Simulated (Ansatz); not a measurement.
# GeSiH4F2 (SMILES F[SiH](F)[GeH3]): the energy, rung by rung

The species is GeSiH4F2 (8 atoms), meant as a singlet with charge 0. As SMILES, `F[SiH](F)[GeH3]`. Geometry: optimised at r2SCAN/def2-SVP.

Each level gives the adiabatic ionisation energy (to the doublet cation, shapes relaxed at r2SCAN/def2-SVP, no zero-point term) (eV). The values are calculated.

```tsv
level	kind	program	value (eV)	CPU time (all runs)
HF/def2-SVP	Hartree–Fock	Ansatz	9.24	3.9 s
PBE/def2-SVP	GGA	Ansatz	9.66	7.3 s
r2SCAN/def2-SVP	meta-GGA	Ansatz	9.81	19 s
B3LYP/def2-SVP	global hybrid	Ansatz	9.87	10 s
MP2/def2-SVP	perturbation theory	Ansatz	9.75	4.7 s
```

All-electron rows without a relativistic Hamiltonian named are non-relativistic. The values span 9.24 to 9.87 eV. In the correlated wave-function rows the outer d shell of Ge is correlated, in sets not made for it. In so small a basis fixed costs decide the times, and correlated methods can beat functionals. Times are those of the runs behind each value, whatever else they computed, on shared processors of several kinds: orders of magnitude only.

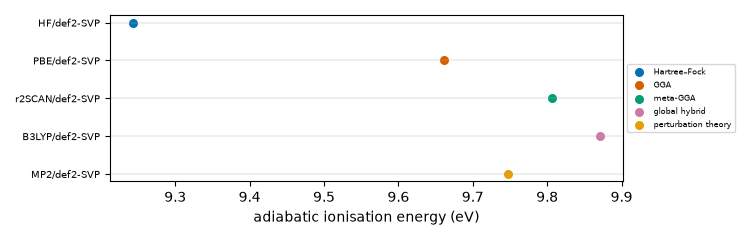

The values of the table, level by level.
